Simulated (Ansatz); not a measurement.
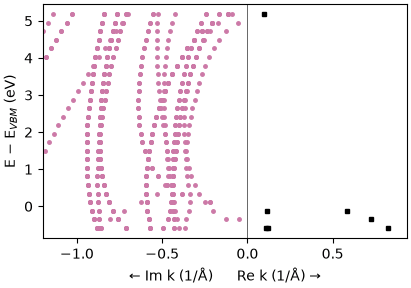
Figure. Complex bands at the centre of the two-dimensional zone; r2SCAN run with Ansatz (a quantum-chemistry and plane-wave program)

The gap is the functional's own. No spin-orbit coupling. Mid-gap values are those at the computed energy nearest the middle.

Question: This is Si3N4 (P6_3/m, 14 atoms a cell, 10.4 Å³ an atom) along the normal of (001). Read off the slowest decay at the centre of the two-dimensional zone at 2.42 eV, the computed energy nearest the middle of the gap.

Answer: κ ≈ 0.33 1/Å, a decay length 1/(2κ) of the density of 1.5 Å.
